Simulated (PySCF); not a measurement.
```csv
atom,x (Å),y (Å),z (Å)
C,3.0314,0.7383,-0.3472
C,2.7854,-0.6318,0.2719
C,1.4026,-1.1666,-0.0876
O,0.4194,-0.3835,0.5305
Si,-1.1311,-0.2118,0.1377
C,-1.4605,0.3265,-1.6576
C,-2.0654,-1.8354,0.3633
N,-2.6355,-2.8195,0.4994
O,-1.5757,0.8517,1.2694
C,-2.8525,1.3586,1.5124
H,2.2636,1.4329,-0.0176
H,3.0028,0.6756,-1.4330
H,4.0026,1.1253,-0.0492
H,2.8527,-0.5615,1.3582
H,3.5350,-1.3449,-0.0756
H,1.2660,-1.1537,-1.1751
H,1.2929,-2.2018,0.2571
H,-1.0579,-0.3841,-2.3747
H,-0.9943,1.2892,-1.8572
H,-2.5216,0.4273,-1.8702
H,-3.1933,1.9715,0.6745
H,-2.8006,1.9739,2.4105
H,-3.5708,0.5507,1.6700
```

Geometry: GFN2-xTB.

Theory: PBE0/pcSseg-1, SCF density, gas phase, non-relativistic in PySCF 2.14.0.

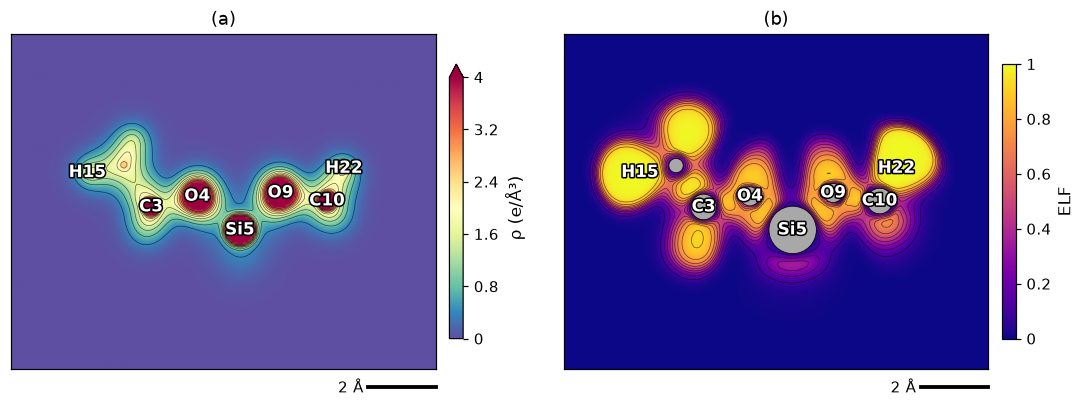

C₆H₁₃NO₂Si. (a) electron density; (b) electron localisation function on the plane of atoms Si5, O9 and C10. Grey discs cover the atomic cores in the ELF map.

### Interpret the plot.

- The plane passes through C, O, Si and H nuclei.
- C–O (1.40 Å): ρ is about 2.1 e/Å³ halfway, with its minimum of 1.8 e/Å³ about 0.5 Å from C; the ELF peaks at about 0.90 between the atoms, as expected for a shared but strongly polarised pair.
- Si–O (1.61 Å): the density is about 1.2 e/Å³ at the midpoint; the ELF peaks at about 0.85 between the atoms (a polar covalent bond).
- C–H (1.09 Å): ρ at the midpoint is about 2.1 e/Å³; the ELF climbs to about 1 towards the hydrogen, as it does in any bond to H: an ordinary covalent bond to hydrogen.
- The ELF also peaks beside O4 and O9, away from the bonds: lone-pair regions.
